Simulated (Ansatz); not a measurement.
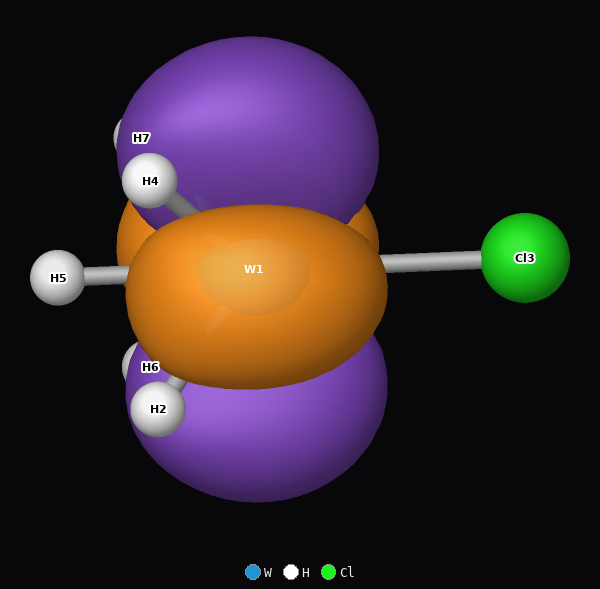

Figure 1: ClH₅W. One frontier orbital at ±0.1 Å⁻³ᐟ² (orange and purple are the two phases), seen at an oblique angle.

Core potentials replace the inner electrons of W.

Theory: RKS B3LYP/def2-SVP in Ansatz 0.2.0.

```xyz
7

W     0.5188    0.0000    0.0000
H    -0.3836    0.0000    1.4231
Cl    2.8639    0.0000    0.0000
H    -0.3836    1.4231    0.0000
H    -1.1781    0.0000    0.0000
H    -0.3836   -1.4231    0.0000
H    -0.3836    0.0000   -1.4231
```

Q: Which orbital is it: HOMO or LUMO?

A: The LUMO, at −4.64 eV. By Hirshfeld shares it lies mainly on W1 (about 85 %).
